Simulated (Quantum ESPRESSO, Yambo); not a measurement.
# Quasiparticle gap of SiC (P6_3mc) in Yambo, part 3 of 3

Wanted: ground state, empty states, screening and self-energy for SiC (P6_3mc).

Quantum ESPRESSO 7.5 and Yambo 5.3.0; PBE and many-body steps on it, plane waves. Known limits of the many-body steps: not at the basis limit; coarse k mesh.

So far. Step 3 (Bands along the symmetry lines): The gap is 2.275 eV, as in the run before at this level. Step 4 (Empty states on the mesh, 3×3×4 mesh, 180 bands): On this mesh the gap is 2.275 eV.

**6. Screening and self-energy, 3×3×4 mesh, 180 bands, screening to 210.9 eV**

Now the one-shot GW correction: screening in the RPA, then the self-energy of the levels asked for.

This step: G0W0 on PBE, plane waves, norm-conserving pseudopotentials.

gw1.in reads:

```
HF_and_locXC
gw0
dyson
ppa
em1d
rim_cut
RandQpts= 1000000
RandGvec= 1 RL
EXXRLvcs= 74 Ry
VXCRLvcs= 296 Ry
Chimod= "HARTREE"
% BndsRnXp
 1 | 180 |
%
NGsBlkXp= 15.5 Ry
% LongDrXp
 1 | 1 | 1 |
%
% GbndRnge
 1 | 180 |
%
DysSolver= "n"
ExtendOut
PPAPntXp= 27.21138 eV
% QPkrange
 1 | 1 | 7 | 10 |
 7 | 7 | 7 | 10 |
 4 | 4 | 7 | 10 |
%
```

Started as:

```console
$ OMP_NUM_THREADS=1 mpirun -n 4 yambo -F gw1.in -J gw1 -C gw1 > gw1.log
```

The log of the run:

```text
 Yambo, version 5.3.0

 [02] CORE Variables Setup
 =========================

  [... cell, symmetries and grids as in the set-up ...]

  [02.05] Energies & Occupations
  ==============================

  [X] === General ===
  [X] Electronic Temperature                        :  0.000000  0.000000 [eV K]
  [X] Bosonic    Temperature                        :  0.000000  0.000000 [eV K]
  [X] Finite Temperature mode                       : no
  [X] El. density                                   :  0.38765E+24 [cm-3]
  [X] Fermi Level                                   :  9.679822 [eV]

  [X] === Gaps and Widths ===
  [X] Conduction Band Min                           :  2.275274 [eV]
  [X] Valence Band Max                              :  0.000000 [eV]
  [X] Filled Bands                                  :   8
  [X] Empty Bands                                   :    9  180
  [X] Direct Gap                                    :  4.293375 [eV]
  [X] Direct Gap localized at k                     :   4
  [X] Indirect Gap                                  :  2.275274 [eV]
  [X] Indirect Gap between kpts                     :   1   7
  [X] Last valence band width                       :  3.841673 [eV]
  [X] 1st conduction band width                     :  3.637217 [eV]

 [03] Transferred momenta grid and indexing
 ==========================================

 IBZ Q-points                                      :  10
 BZ  Q-points                                      :   36

 K/Q-points units:
 rlu = crystal or reduced units; cc = cartesian coordinates; iku = interal k-units

 Q [ 1]         [rlu]:  0.000000  0.000000  0.000000
 Q [ 2]         [rlu]:  0.000000  0.000000  0.250000
 Q [ 3]         [rlu]:  0.000000  0.000000 -0.500000
 Q [ 4]         [rlu]:  0.13002E-17  0.33333       0.0000
 Q [ 5]         [rlu]:  0.13002E-17  0.33333      0.25000
 Q [ 6]         [rlu]:  0.13002E-17  0.33333     -0.50000
 Q [ 7]         [rlu]:  0.333333  0.333333  0.000000
 Q [ 8]         [rlu]:  0.333333  0.333333  0.250000
 Q [ 9]         [rlu]:  0.333333  0.333333 -0.500000
 Q [10]         [rlu]: -0.13002E-17 -0.33333      0.25000

 [04] Coloumb potential Random Integration (RIM)
 ===============================================

  [04.01] RIM initialization
  ==========================

  * Diagonal components only detected *

  8 x (sBL volume)        :  0.197901 [a.u.]
  sBZ random points       :  1000000
  Points outside the sBZ  :   7980387
  RL volume               :  0.890552 [a.u.]
  Integrated volume       :  0.892741 [a.u.]

  [04.02] RIM integrals
  =====================

  Gamma point sphere radius             :  0.105706 [a.u.]
  Points outside the sphere             :   813532
  [Int_sBZ(q=0) 1/q^2]*(Vol_sBZ)^(-1/3) =:  7.220554
                                 should be <:  7.795600

  Summary of Coulomb integrals for non-metallic bands |Q|[au] RIM/Bare

  Q [1] 0.100000E-4 0.926235 * Q [2] 0.164755 0.634104
  Q [3] 0.329510 0.865201 * Q [4] 0.416384 1.148315
  Q [5] 0.447794 1.092429 * Q [10] 0.447794 1.091223
  Q [6] 0.530992 1.025609 * Q [7] 0.721198 1.047178
  Q [8] 0.739778 1.040957 * Q [9] 0.792908 1.027150

 [05] Dipoles
 ============

  [05.01] Setup: observables and procedures
  =========================================

  [WARNING] [x,Vnl] slows the Dipoles computation. To neglect it rename the ns.kb_pp file

 [06] Dynamic Dielectric Matrix (PPA)
 ====================================

 [WR./gw1//ndb.pp]---------------------------------------------------------------
  Brillouin Zone Q/K grids (IBZ/BZ)                :   10   36   10   36
  RL vectors                                       :   3863 [WF]
  Coulomb cutoff potential                         : none
  Electronic Temperature                           :  0.000000 [K]
  Bosonic    Temperature                           :  0.000000 [K]
  PPA    diel. fun.  energies                      : Perdew, Burke & Ernzerhof(X)+Perdew, Burke & Ernzerhof(C)
  wavefunctions                                    : Perdew, Burke & Ernzerhof(X)+Perdew, Burke & Ernzerhof(C)
  Global Gauge                                     : length
  X matrix size                                    :   325
  X band range                                     :    1  180
  X e/h energy range                               : -1.000000 -1.000000 [eV]
  X Time ordering                                  : R
  X Hxc Kernel                                     : HARTREE
  X Drude frequency                                :  0.000000  0.000000
  X poles                                          :  100.0000 [o/o]
  RL vectors in the sum                            :   3863
  [r,Vnl] included                                 : yes
  Field direction                                  :  0.577350E-5  0.577350E-5  0.577350E-5
  BZ energy Double Grid                            : no
  BZ energy DbGd points                            : 0
  BZ Q point size factor                           : -1.000000
  X Optical Averaged directions                    : none

 [07] Local Exchange-Correlation + Non-Local Fock
 ================================================

 [VXC] Plane waves :  23897
 [EXS] Plane waves :  2997

 QP @ state[ 1 ] K range:  1  1
 QP @ state[ 1 ] b range:   7  10
 QP @ state[ 2 ] K range:   4   4
 QP @ state[ 2 ] b range:   7  10
 QP @ state[ 3 ] K range:   7   7
 QP @ state[ 3 ] b range:   7  10

 [xc] Functional : Perdew, Burke & Ernzerhof(X)+Perdew, Burke & Ernzerhof(C)
 [xc] LIBXC used to calculate xc functional
  PP Number of Atomic Species                      :  2
  NLCC RL compoments                               :  23897
  PP Number of Atomic Species                      :  2
  NLCC RL compoments                               :  23897

 [xc] E_xc :  -6.122893 [Ha]
      E_xc :  -12.24579 [Ry]

  Local XC kind (lXC) : Perdew, Burke & Ernzerhof(X)+Perdew, Burke & Ernzerhof(C)
  Non-Local XC kind (nlXC) : Hartree-Fock

  Corrections @ K [1] :  [eV]
 <7|nlXC|7> = -17.90069  0.13282E-16 <7|lXC|7> = -15.07649  0.000000
 <8|nlXC|8> = -17.89996 -0.32102E-16 <8|lXC|8> = -15.07649 -0.37763E-15
 <9|nlXC|9> = -6.642601  0.59698E-17 <9|lXC|9> = -12.10977  0.000000
 <10|nlXC|10> = -7.132411 -0.10117E-18 <10|lXC|10> = -12.77445  0.000000

  Corrections @ K [4] :  [eV]
 <7|nlXC|7> = -16.72897  0.19009E-16 <7|lXC|7> = -13.77183  0.37763E-15
 <8|nlXC|8> = -17.81726  0.11073E-17 <8|lXC|8> = -14.66735  0.56645E-15
 <9|nlXC|9> = -5.748824 -0.15505E-17 <9|lXC|9> = -10.65328  0.18882E-15
 <10|nlXC|10> = -6.168485  0.22325E-17 <10|lXC|10> = -11.31586  0.18882E-15

  Corrections @ K [7] :  [eV]
 <7|nlXC|7> = -16.97724  0.24244E-16 <7|lXC|7> = -13.06157  0.94408E-16
 <8|nlXC|8> = -16.98770  0.16287E-16 <8|lXC|8> = -13.15182 -0.28323E-15
 <9|nlXC|9> = -5.496468  0.81657E-17 <9|lXC|9> = -9.860270  0.70806E-16
 <10|nlXC|10> = -6.335978  0.42452E-18 <10|lXC|10> = -12.29223 -0.28323E-15

 [08] Dyson equation: Newton solver
 ==================================

  [08.01] G0W0 (W PPA)
  ====================

  [  GW  ] Bands range     :    1  180
  [GW/PPA] G damping       :  0.100000 [eV]

  QP @ state[ 1 ] K range:  1  1
  QP @ state[ 1 ] b range:   7  10
  QP @ state[ 2 ] K range:   4   4
  QP @ state[ 2 ] b range:   7  10
  QP @ state[ 3 ] K range:   7   7
  QP @ state[ 3 ] b range:   7  10

   Sc/G bands                                       :    1  180
   Sc/G damping                                     :  0.100000 ev
   Sc bands terminator                              : no
   Sx RL components                                 :  2997

   QP @ state[ 1 ] K range                          :  1  1
   QP @ state[ 1 ] b range                          :   7  10
   QP @ state[ 2 ] K range                          :   4   4
   QP @ state[ 2 ] b range                          :   7  10
   QP @ state[ 3 ] K range                          :   7   7
   QP @ state[ 3 ] b range                          :   7  10
   GF energies kind                                 : Perdew, Burke & Ernzerhof(X)+Perdew, Burke & Ernzerhof(C)
   GF WF`s kind                                     : Perdew, Burke & Ernzerhof(X)+Perdew, Burke & Ernzerhof(C)
   Xs energies kind                                 : Perdew, Burke & Ernzerhof(X)+Perdew, Burke & Ernzerhof(C)
   Xs WF`s kind                                     : Perdew, Burke & Ernzerhof(X)+Perdew, Burke & Ernzerhof(C)

 [11] Game Over & Game summary
```

It took 2.2 min on 4 MPI ranks of Arm Neoverse V1, shared host; peak memory 1.6 GiB.

Numbers from this step:

| Quantity | Value |
| --- | --- |
| G0W0 gap on the points computed | 2.993 eV |
| starting gap on the mesh | 2.275 eV |
| k of the valence top | 0, 0, 0 |
| k of the conduction bottom | 0.3333, 0.3333, 0 |
| least direct G0W0 gap on the computed points | 5.234 eV |
| Z at the valence top | 0.7954 |
| Z at the conduction bottom | 0.8275 |

The gap on the mesh goes from 2.28 eV to 2.99 eV, a correction of +0.72 eV.

Limits: finite bands, cutoff and mesh; coarse k mesh. v1 is the top filled band, c1 the lowest empty one. Levels before and after the correction, in eV, zero at the valence-band top of each column:

|  | conduction bottom | valence top |
| --- | --- | --- |
| Kohn-Sham | 2.28 | 0.00 |
| G0W0 | 2.99 | 0.00 |

|  | level | energy (eV) |
| --- | --- | --- |
| Kohn-Sham | Γ v2-v1 | 0.000 |
| Kohn-Sham | Γ c1 | 4.820 |
| Kohn-Sham | Γ c2 | 6.220 |
| Kohn-Sham | (0.333 0.333 0) v2 | -4.053 |
| Kohn-Sham | (0.333 0.333 0) v1 | -3.842 |
| Kohn-Sham | (0.333 0.333 0) c1 | 2.275 |
| Kohn-Sham | (0.333 0.333 0) c2 | 8.182 |
| G0W0 | Γ v2-v1 | 0.000 |
| G0W0 | Γ c1 | 5.767 |
| G0W0 | Γ c2 | 7.102 |
| G0W0 | (0.333 0.333 0) v2 | -4.362 |
| G0W0 | (0.333 0.333 0) v1 | -4.166 |
| G0W0 | (0.333 0.333 0) c1 | 2.993 |
| G0W0 | (0.333 0.333 0) c2 | 9.285 |

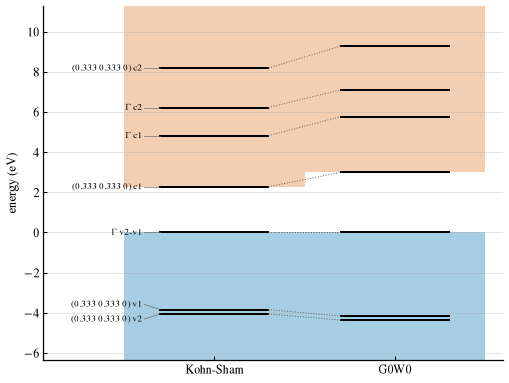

Levels before and after the correction. Shaded: valence and conduction bands.

**7. Where the time went**

Times are wall times on the hardware named with each run, good to a factor of about two.

| step | time | share | memory (GiB) |
| --- | --- | --- | --- |
| ground state | 5.4 s | 3 % | 0.23 |
| bands along the symmetry lines | 5 s | 3 % | 0.21 |
| empty states on the mesh | 16 s | 10 % | 0.38 |
| conversion and set-up | 2.1 s | 1 % | 0.23 |
| screening and self-energy | 2.2 min | 82 % | 1.6 |

**8. What came out**

```
PBE gap              : 2.28 eV, indirect
G0W0 gap on the mesh : 2.99 eV
GW settings          : 3×3×4 mesh, 180 bands, screening to 210.9 eV, Godby-Needs plasmon pole
known limits         : not at the basis limit; coarse k mesh
```

G0W0 moves the gap on the mesh from 2.28 eV to 2.99 eV (+0.72 eV), with Z of 0.80 and 0.83 at the edges. Only 3 of the mesh's irreducible points were corrected, so a valley elsewhere could overtake. The dearest step here is «screening and self-energy». Against experiment, by G0W0@PBE: the gap of 2.99 eV lies −0.34 eV from the measured 3.33 eV (kind not stated, quoted 2020). The calculation has static nuclei and no excitons; a measured gap holds zero-point and thermal motion, which mostly lowers it. Bands and cutoff are finite, so the gap is not at the basis limit. The miss can reach some tenths of an eV and take either sign; the mesh is an error of its own. In the G0W0 run levels were corrected at 3 k points alone, so a gap called «on the mesh» is the least over those, and an edge elsewhere would be missed. The 3×3×4 mesh is coarse for this cell, which bears on the long-range parts of exchange and screening.

[Paths, hosts, dates, memory and timing lines, banners, echoed tables and standing remarks are left out of the program output.]

[Logs are printed without paths, hosts, clocks, repeated set-up lines and the standing remarks that a program may print on its own settings, such as how far it seeks lower states.]

[Runs of the session that timed out or met a known fault of the program may be left out.]

[Hosts, paths, dates, database ids (printed as entryN), source tags and the programs' standing remarks are cut or masked in the printed files.]
